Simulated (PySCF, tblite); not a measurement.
**CH10O2SSi3: geometry, infrared bands and NMR shifts**

Wanted: the infrared bands and NMR shifts of CH10O2SSi3 (`[SiH3]O[C@@H]([SiH3])O[SiH2]S`), by calculation.

Programs: tblite 0.8.0 and PySCF 2.14.0, with density-fitted response routines of our own. Each step states its level of theory. These are calculated values for one molecule in the gas phase, unless marked as measured. Atoms are numbered from 0 throughout.

## Step 1: The molecule as given

17 atoms, charge 0, multiplicity 1; geometry from: force field or distance geometry start.

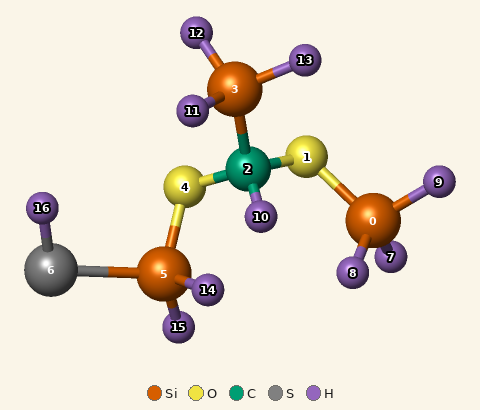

As it starts; silicon orange, oxygen yellow, carbon teal, sulfur grey, hydrogen purple, atoms numbered.

## Step 2: Relaxing the molecule with GFN2-xTB

The job: settings as JSON, then the geometry in Å.

```
{"job": {"kind": "relax", "xc": "GFN2-xTB", "basis": "xTB"}, "charge": 0, "multiplicity": 1}
Si    -1.778000     1.830900     0.572200
O     -1.665900     0.278400    -0.155500
C     -0.431900    -0.299300     0.147900
Si    -0.679500    -1.869300     1.082200
O      0.339100    -0.497800    -1.001300
Si     1.741100     0.487600    -0.751100
S      3.425700    -0.808100    -1.125800
H     -2.111700     2.828600    -0.454000
H     -0.557500     2.182200     1.308000
H     -2.893100     1.792100     1.549600
H      0.134500     0.404300     0.765200
H      0.557100    -2.214400     1.784100
H     -1.053500    -2.923400     0.138600
H     -1.744200    -1.719300     2.090900
H      1.784100     0.889600     0.676800
H      1.717300     1.658500    -1.601500
H      3.209500    -2.008400    -0.387000
```

Started as:

```sh
$ OMP_NUM_THREADS=1 python probes_run.py task.json out
```

This one command runs all jobs of the session in turn.

Log:

```text
step      E/eV     max force
  0    -650.16955    2.753
  1    -650.50557    1.591
  2    -650.69629    1.534
  3    -650.77261    0.861
  4    -650.93325    0.807
  5    -651.00401    0.945
  6    -651.08572    0.698
  7    -651.13448    0.457
  8    -651.16567    0.453
  9    -651.19546    0.576
 10    -651.22949    0.542
 11    -651.26845    0.452
 12    -651.30881    0.458
 13    -651.33769    0.397
 14    -651.35558    0.317
 15    -651.37334    0.317
 16    -651.39334    0.333
 17    -651.41309    0.414
 18    -651.43246    0.419
 19    -651.45108    0.340
 20    -651.46915    0.344
 21    -651.48704    0.353
 22    -651.50527    0.341
 23    -651.52226    0.324
 24    -651.53609    0.285
 25    -651.54779    0.256
 26    -651.55888    0.247
 27    -651.57078    0.248
 28    -651.58315    0.247
 29    -651.59410    0.225
 30    -651.60044    0.229
 31    -651.60555    0.213
 32    -651.61029    0.186
 33    -651.62215    0.167
 34    -651.62782    0.171
 35    -651.63592    0.175
 36    -651.64112    0.139
 37    -651.64527    0.121
 38    -651.64822    0.144
 39    -651.65133    0.141
 40    -651.65482    0.166
 41    -651.65794    0.158
 42    -651.66168    0.158
 43    -651.66538    0.131
 44    -651.66985    0.144
 45    -651.67256    0.135
 46    -651.67667    0.137
 47    -651.67979    0.105
 48    -651.68219    0.108
 49    -651.68378    0.107
 50    -651.68554    0.123
 51    -651.68803    0.173
 52    -651.69116    0.183
 53    -651.69408    0.147
 54    -651.69608    0.137
 55    -651.69717    0.075
 56    -651.69789    0.085
 57    -651.69848    0.058
 58    -651.69907    0.045
 59    -651.69955    0.069
 60    -651.70021    0.090
 61    -651.70107    0.096
 62    -651.70206    0.080
 63    -651.70288    0.062
 64    -651.70345    0.058
 65    -651.70397    0.060
 66    -651.70464    0.059
 67    -651.70552    0.069
 68    -651.70658    0.097
 69    -651.70772    0.128
 70    -651.70885    0.124
 71    -651.70984    0.092
 72    -651.71058    0.056
 73    -651.71110    0.052
 74    -651.71158    0.056
 75    -651.71213    0.055
 76    -651.71270    0.051
 77    -651.71315    0.048
 78    -651.71343    0.027
 79    -651.71360    0.040
 80    -651.71376    0.034
 81    -651.71393    0.033
 82    -651.71420    0.033
 83    -651.71440    0.034
 84    -651.71475    0.041
 85    -651.71511    0.046
 86    -651.71546    0.036
 87    -651.71576    0.033
 88    -651.71601    0.040
 89    -651.71626    0.045
 90    -651.71660    0.044
 91    -651.71710    0.053
 92    -651.71774    0.058
 93    -651.71843    0.048
 94    -651.71878    0.074
 95    -651.71913    0.049
 96    -651.71934    0.032
 97    -651.71958    0.038
 98    -651.71986    0.039
 99    -651.72037    0.049
100    -651.72088    0.054
101    -651.72115    0.033
102    -651.72110    0.099
103    -651.72142    0.034
104    -651.72154    0.026
105    -651.72200    0.069
106    -651.72271    0.116
107    -651.72365    0.139
108    -651.72477    0.126
109    -651.72603    0.078
110    -651.72732    0.081
111    -651.72768    0.176
112    -651.72966    0.095
113    -651.73072    0.071
114    -651.73181    0.124
115    -651.73275    0.095
116    -651.73435    0.094
117    -651.73602    0.092
118    -651.73722    0.076
119    -651.73731    0.136
120    -651.73809    0.050
121    -651.73847    0.039
122    -651.73903    0.044
123    -651.73933    0.057
124    -651.73966    0.049
125    -651.74007    0.048
126    -651.74058    0.044
127    -651.74114    0.050
128    -651.74163    0.047
129    -651.74200    0.041
130    -651.74229    0.040
131    -651.74262    0.057
132    -651.74310    0.077
133    -651.74379    0.116
134    -651.74484    0.114
135    -651.74583    0.102
136    -651.74653    0.056
137    -651.74691    0.042
138    -651.74723    0.035
139    -651.74746    0.053
140    -651.74777    0.059
141    -651.74833    0.055
142    -651.74912    0.056
143    -651.74982    0.046
144    -651.75007    0.080
145    -651.75045    0.057
146    -651.75076    0.043
147    -651.75189    0.044
148    -651.75301    0.090
149    -651.75399    0.076
150    -651.75493    0.079
151    -651.75551    0.064
152    -651.75603    0.072
153    -651.75656    0.060
154    -651.75773    0.059
155    -651.75834    0.061
156    -651.75911    0.065
157    -651.75964    0.054
158    -651.76023    0.075
159    -651.76062    0.051
160    -651.76098    0.086
161    -651.76128    0.055
162    -651.76153    0.041
163    -651.76167    0.036
164    -651.76184    0.040
165    -651.76197    0.040
166    -651.76214    0.039
167    -651.76237    0.033
168    -651.76265    0.038
169    -651.76296    0.045
170    -651.76305    0.122
171    -651.76349    0.046
172    -651.76370    0.031
173    -651.76401    0.045
174    -651.76411    0.033
175    -651.76429    0.027
176    -651.76436    0.018
177    -651.76441    0.022
178    -651.76447    0.017
179    -651.76453    0.017
180    -651.76461    0.017
181    -651.76468    0.017
182    -651.76474    0.012
183    -651.76479    0.015
184    -651.76483    0.014
185    -651.76487    0.017
186    -651.76490    0.016
187    -651.76493    0.014
188    -651.76495    0.012
189    -651.76498    0.009
```

Wall time 3.2 s (1 thread of Arm Neoverse N1, shared host); peak memory 0.18 GiB.

Step by step: (not every step is listed)

```csv
step,energy from step 0 (eV),largest force (eV/Å)
0,0.0000,2.7527
1,-0.3360,1.5908
2,-0.5267,1.5335
3,-0.6031,0.8613
4,-0.7637,0.8073
5,-0.8345,0.9454
6,-0.9162,0.6977
7,-0.9649,0.4573
8,-0.9961,0.4528
25,-1.3782,0.2561
42,-1.4921,0.1580
59,-1.5300,0.0686
76,-1.5432,0.0506
93,-1.5489,0.0477
110,-1.5578,0.0806
127,-1.5716,0.0499
144,-1.5805,0.0801
161,-1.5917,0.0553
178,-1.5949,0.0172
184,-1.5953,0.0145
185,-1.5953,0.0170
186,-1.5954,0.0160
187,-1.5954,0.0141
188,-1.5954,0.0117
189,-1.5954,0.0091
```

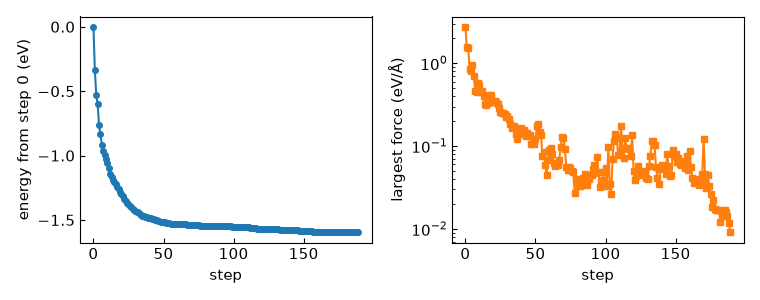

Energy and largest force along the relaxation.

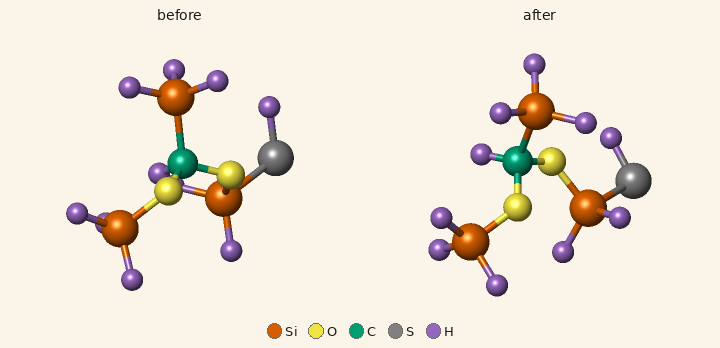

The geometry before (left) and after (right).

Close pairs (by a distance rule), those that changed most:

```csv
bond,before (Å),after (Å),change (Å)
O4–Si5,1.732,1.625,-0.107
S6–H16,1.426,1.323,-0.103
Si0–O1,1.718,1.627,-0.092
C2–Si3,1.844,1.919,+0.075
Si5–H14,1.484,1.457,-0.027
Si5–S6,2.158,2.139,-0.019
Si0–H9,1.483,1.465,-0.018
Si0–H7,1.470,1.452,-0.017
```

The final coordinates are the input of the step that follows.

## Step 3: Harmonic vibrations with GFN2-xTB

The job: settings as JSON, then the geometry in Å.

```
{"job": {"kind": "ir", "xc": "GFN2-xTB", "basis": "xTB"}, "charge": 0, "multiplicity": 1}
Si    -1.606664     1.966394     0.719675
O     -0.773027     0.676185     0.184540
C     -0.083151    -0.277385     0.933599
Si    -0.997038    -1.962423     0.850637
O      1.192597    -0.443646     0.403107
Si     1.610355     0.282866    -0.988650
S      3.559259    -0.546575    -1.284263
H     -1.896046     2.595430    -0.556795
H     -0.789809     2.781178     1.622944
H     -2.793821     1.513021     1.449209
H      0.046939     0.079985     1.965893
H     -0.231265    -2.895469     1.674650
H     -1.026371    -2.366366    -0.551058
H     -2.345380    -1.742402     1.372354
H      1.747243     1.727991    -0.865578
H      0.778330    -0.112160    -2.116723
H      3.600851    -1.264595    -0.173989
```

Log:

```text
mode    cm-1     km/mol
  1      -7.1      0.59
  2      56.4      1.09
  3      59.5      4.05
  4      82.6      1.82
  5     101.3      0.31
  6     104.8     19.31
  7     110.3     20.45
  8     163.5      8.23
  9     176.2      0.52
 10     200.5      2.21
 11     291.6      7.88
 12     460.3     13.54
 13     532.5     62.83
 14     534.0     60.53
 15     535.2     30.14
 16     570.3     80.48
 17     603.3     51.13
 18     619.3     16.00
 19     628.2     76.75
 20     672.8     66.20
 21     721.0     18.08
 22     733.9    139.68
 23     743.1     79.87
 24     758.3    293.17
 25     763.4    371.99
 26     776.7    594.01
 27     793.8     27.37
 28     803.6    295.61
 29     819.8    239.10
 30     833.2    188.34
 31     870.0     87.62
 32    1086.9    379.45
 33    1136.7    143.39
 34    1252.4     31.83
 35    1320.3      6.92
 36    2228.2    292.08
 37    2256.3    127.28
 38    2281.8    269.56
 39    2288.6    263.45
 40    2293.0    317.84
 41    2313.3    261.45
 42    2323.7    122.14
 43    2362.5    250.08
 44    2483.2     91.48
 45    2841.0     89.84
```

Run time: 1.4 s. Hardware: 1 thread of Arm Neoverse N1, shared host; peak memory 0.18 GiB.

Which atoms move in the most intense modes:

```csv
cm⁻¹,km/mol,atoms
758,293.2,"H11 22 %, H12 18 %, H13 17 %, H14 14 %"
763,372.0,"H12 44 %, H13 21 %, H11 12 %"
777,594.0,"H14 14 %, H15 13 %, H13 12 %, H11 11 %"
804,295.6,"H15 30 %, H14 29 %, H9 11 %, H8 10 %"
1087,379.4,"C2 44 %, O1 26 %, O4 25 %"
2228,292.1,"H8 48 %, H9 47 %"
2282,269.6,"H13 80 %, H11 11 %"
2293,317.8,"H11 85 %, H13 10 %"
```

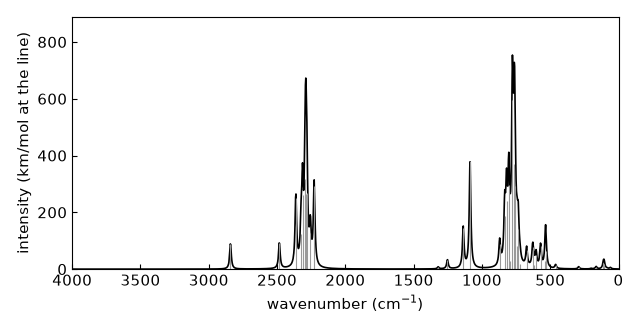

The infrared spectrum from these modes, unscaled. Lines are broadened to a width of 14 cm⁻¹ (Lorentzian).

## Step 4: NMR shieldings: PBE0/pcSseg-1

Same as in step 3 but for these lines:

```diff
@@ -1,2 +1,2 @@
-{"job": {"kind": "ir", "xc": "GFN2-xTB", "basis": "xTB"}, "charge": 0, "multiplicity": 1}
+{"job": {"kind": "nmr", "xc": "PBE0", "basis": "pcSseg-1"}, "charge": 0, "multiplicity": 1}
 Si    -1.606664     1.966394     0.719675
```

Method: GIAO PBE0/pcSseg-1 NMR shielding, non-relativistic, gas phase.

Log:

```text
coarse grid: 15960 points
cycle   1  E = -1460.3086481236  dE =  7.248e-01  |g| = 8.627e-01  |ddm| = 3.732e+00
cycle   2  E = -1460.1457565228  dE =  1.629e-01  |g| = 1.284e+00  |ddm| = 1.588e+00
cycle   3  E = -1460.4386739796  dE = -2.929e-01  |g| = 9.405e-02  |ddm| = 1.059e+00
cycle   4  E = -1460.4403675679  dE = -1.694e-03  |g| = 3.900e-02  |ddm| = 1.438e-01
cycle   5  E = -1460.4407420868  dE = -3.745e-04  |g| = 6.811e-03  |ddm| = 4.989e-02
cycle   6  E = -1460.4407509329  dE = -8.846e-06  |g| = 2.641e-03  |ddm| = 7.736e-03
final grid: 134872 points
cycle   7  E = -1460.5025924247  dE = -1.575e-05  |g| = 1.087e-02  |ddm| = 2.236e-02
cycle   8  E = -1460.5025719354  dE =  2.049e-05  |g| = 1.542e-02  |ddm| = 1.757e-02
cycle   9  E = -1460.5026117222  dE = -3.979e-05  |g| = 1.148e-03  |ddm| = 1.049e-02
cycle  10  E = -1460.5026119947  dE = -2.724e-07  |g| = 1.686e-04  |ddm| = 1.313e-03
cycle  11  E = -1460.5026119994  dE = -4.701e-09  |g| = 9.051e-05  |ddm| = 1.956e-04
cycle  12  E = -1460.5026120008  dE = -1.395e-09  |g| = 1.868e-05  |ddm| = 7.432e-05
cycle  13  E = -1460.5026120008  dE = -6.639e-11  |g| = 5.388e-06  |ddm| = 2.329e-05
converged SCF energy = -1460.5026120008

GIAO shielding tensors (ppm)
atom      isotropic    diamagn.    paramagn.     s11        s22        s33       span
  0 Si     384.354     881.139    -496.785    335.243    353.748    464.070    128.827
  1 O      282.095     403.473    -121.378    202.480    294.339    349.465    146.985
  2 C       89.872     242.343    -152.471     68.721     91.874    109.022     40.301
  3 Si     423.431     880.307    -456.877    401.919    412.523    455.850     53.931
  4 O      257.256     399.718    -142.462    154.016    264.549    353.204    199.188
  5 Si     371.567     879.899    -508.332    353.171    357.467    404.064     50.893
  6 S      767.328    1057.276    -289.948    613.188    752.821    935.975    322.787
  7 H       26.810      30.159      -3.350     23.109     25.257     32.064      8.955
  8 H       26.756      29.989      -3.233     23.248     25.528     31.491      8.243
  9 H       26.788      29.612      -2.824     22.871     25.501     31.992      9.121
 10 H       26.218      31.148      -4.929     23.099     26.924     28.633      5.534
 11 H       27.848      29.085      -1.237     24.518     26.020     33.004      8.486
 12 H       27.836      29.814      -1.978     24.631     27.219     31.658      7.028
 13 H       27.880      29.480      -1.600     24.131     26.560     32.948      8.817
 14 H       26.248      30.372      -4.124     21.396     26.215     31.133      9.737
 15 H       26.151      30.736      -4.585     22.090     25.880     30.484      8.394
 16 H       31.344      31.606      -0.262     22.894     29.044     42.094     19.200
```

Wall time 81 s (1 thread of Arm Neoverse N1, shared host); peak memory 1 GiB.

The references, computed at this level on geometries of the same kind, shield at (ppm): ¹H TMS 31.72, ¹³C TMS 186.9, ²⁹Si TMS 349.2, ¹⁷O H2O 336.1, ³³S CS2 504. Their shielding less the atom's gives the shift. The references are single molecules in the gas phase, so shifts against H2O, NH3, PH3, H3PO4 or CFCl3 are not on the usual liquid scales and can be off by tens of ppm. Atoms listed in one row are averaged.

```csv
atoms,environment,σ (ppm),δ (ppm),δ scaled to CDCl3
C2,sp3 carbon bearing two oxygens,89.9,97.1,92.8
H15,"hydrogen on a silicon bonded to O, S",26.15,5.57,–
H10,hydrogen on an sp3 carbon bearing two oxygens,26.22,5.50,5.29
H14,"hydrogen on a silicon bonded to O, S",26.25,5.47,–
"H7, H8, H9",hydrogen on a silicon bonded to O,26.78,4.93,–
"H11, H12, H13",hydrogen on a silicon bonded to C,27.85,3.86,–
H16,hydrogen on a sulfur bonded to Si,31.34,0.37,–
Si5,"silicon bonded to O, S, 2 H",371.6,-22.4,–
Si0,"silicon bonded to O, 3 H",384.4,-35.2,–
Si3,"silicon bonded to C, 3 H",423.4,-74.3,–
O4,"oxygen bonded to C, Si",257.3,78.8,–
O1,"oxygen bonded to C, Si",282.1,54.0,–
S6,"sulfur bonded to Si, H",767,-264,–
```

The scaled column applies a straight-line fit of computed shieldings to shifts measured in CDCl3, with any fitted terms for Cl, Br or S neighbours (root-mean-square error 0.16 ppm for H, 1.9 ppm for C).

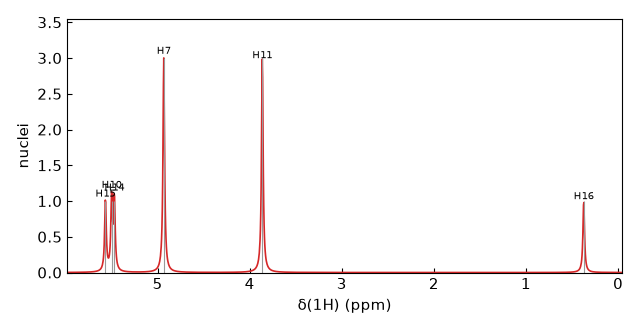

¹H lines at the computed shifts, without couplings. Lines are broadened to a width of 0.02 ppm (Lorentzian).

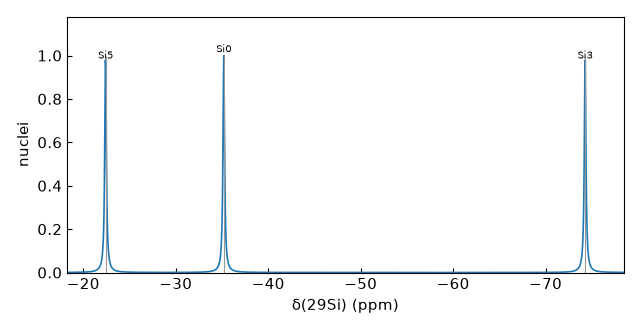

²⁹Si lines at the computed shifts, without couplings. Lines are broadened to a width of 0.21 ppm (Lorentzian).

The run also stored atomic charges by several schemes (e):

```csv
atoms,Mulliken,IAO,Hirshfeld,ESP fit
Si0,0.69,0.87,0.39,0.59
O1,-0.67,-0.64,-0.20,-0.44
C2,0.16,0.03,0.04,0.25
Si3,0.54,0.60,0.31,0.29
O4,-0.63,-0.65,-0.22,-0.53
Si5,0.79,0.95,0.36,0.73
S6,-0.43,-0.36,-0.17,-0.47
```

ESP fit charges:

Si0 0.59; O1 -0.44; C2 0.25; Si3 0.29; O4 -0.53; Si5 0.73; S6 -0.47; H7 -0.10; H8 -0.11; H9 -0.12; H10 0.09; H11 -0.07; H12 -0.05; H13 -0.08; H14 -0.12; H15 -0.11; H16 0.24

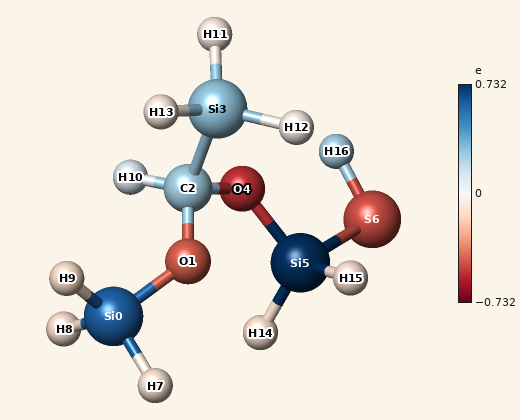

ESP fit charges, as colours on the atoms.

Mayer bond orders: Si0–O1 0.89, O1–C2 0.86, C2–Si3 0.85, C2–O4 0.89, O4–Si5 0.94, Si5–S6 0.98.

Orbitals, density, ELF and potential are computed afterwards from the orbital file.

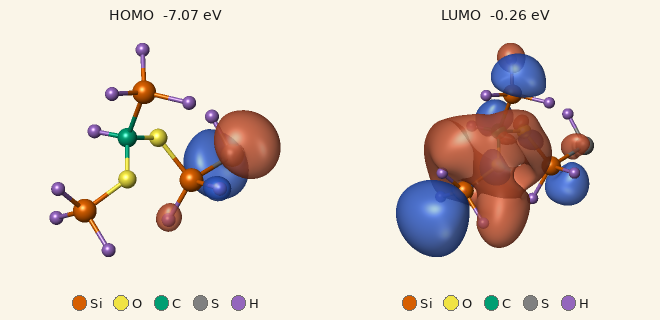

Frontier orbitals at PBE0/pcSseg-1; each surface holds 70 % of the orbital's density, blue and red mark the sign.

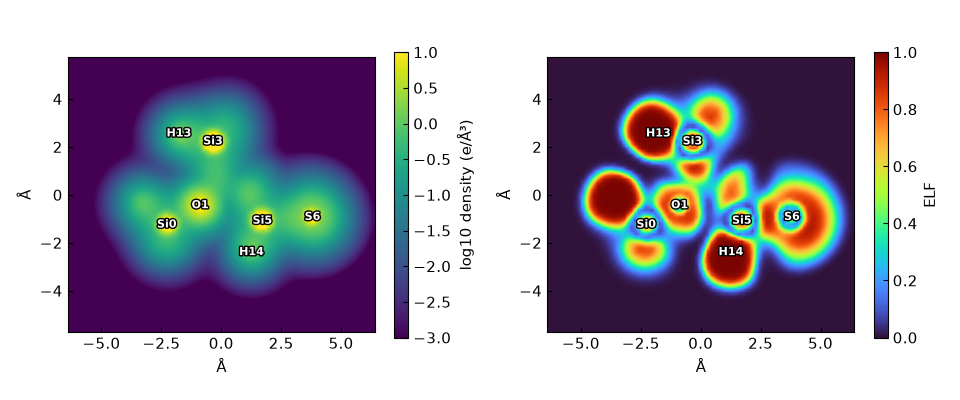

Density (left) and ELF (right) in a plane through or near 7 of the atoms.

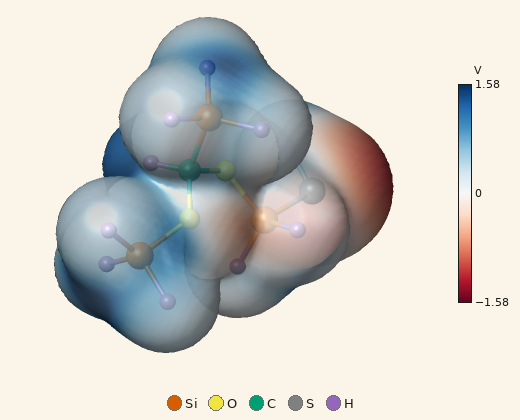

Electrostatic potential on the surface of density 0.002 e/bohr³; red is low, blue high. It runs from -1.15 V near S6 to 1.58 V near H8.

## Step 5: Results

```
                                                              quantity                                   value
                             strongest single infrared mode (GFN2-xTB)                    777 cm⁻¹, 594 km/mol
                                          zero-point energy (GFN2-xTB)                           62.3 kcal/mol
                                ¹³C shifts against TMS (PBE0/pcSseg-1)                                97.1 ppm
¹H shifts against TMS (PBE0/pcSseg-1, means over atoms taken as alike)  5.57, 5.50, 5.47, 4.93, 3.86, 0.37 ppm
                               ²⁹Si shifts against TMS (PBE0/pcSseg-1)                 -22.4, -35.2, -74.3 ppm
                                ¹⁷O shifts against H2O (PBE0/pcSseg-1)                          78.8, 54.0 ppm
                                ³³S shifts against CS2 (PBE0/pcSseg-1)                                -264 ppm
                                 surface potential, least and greatest                      -1.15 V and 1.58 V
```

In words: Relaxing lowered the energy by 1.595 eV in 189 steps; the close pair that moved most is O4–Si5, from 1.732 to 1.625 Å. The lowest mode is slightly imaginary (7i cm⁻¹), a soft motion within the noise of the Hessian, so the minimum is not strictly shown. The strongest single mode, at 777 cm⁻¹, has its largest shares on H14, H15, H13 and H11 (the list is cut at 4 atoms). Unscaled tight-binding wavenumbers are off by several per cent, some by more. Its intensities can rank the bands wrongly. At PBE0/pcSseg-1: The widest tensor belongs to S6: span 323 ppm, with a paramagnetic part of -290 ppm.
